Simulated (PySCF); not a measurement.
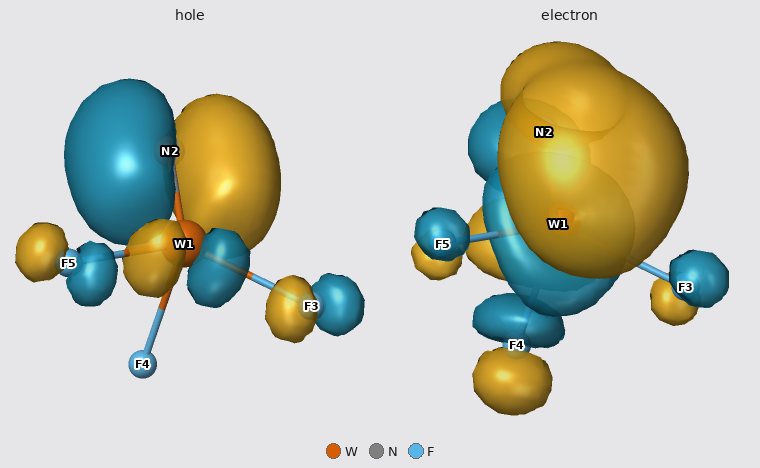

*F3NW. Leading natural transition orbital pair of S₂ (TDA singlet states); the surfaces enclose about 85 % of each orbital's density.*

Level of theory: ωB97X/def2-SVP (PySCF), at a geometry from GFN2-xTB. Core potentials replace the inner electrons of W; spin–orbit coupling isn't included. This is a single-reference result, which may miss multireference character in this system. No frequency check shows the geometry to be a minimum. GFN2-xTB bond lengths at metals and heavier atoms can be off by up to 0.1 Å and shapes distorted, which carries into these values. Without diffuse functions Rydberg states are missing, so the states' numbers hold for this basis only.

Cartesian coordinates (Å):

```
W1      -0.0009    0.1211   -0.1069
N2      -0.0027    1.6499    0.8017
F3      -1.7024   -0.5521   -0.4850
F4       0.0082   -1.1838    1.2304
F5       1.7036   -0.5434   -0.4901
```

Give its energy and the atoms that hole and electron lie on.

Answer. 2.97 eV (417 nm), f = 0.001 (very weak), mixed metal–ligand; the leading pair carries 90 %; hole on N2 (59 %) and W1 (30 %), electron on W1 (72 %), N2 (16 %) and F4 (7 %); their centroids lie 1.0 Å apart. In canonical orbitals it is mainly HOMO → LUMO (84 %). The HOMO–LUMO gap is 9.18 eV.
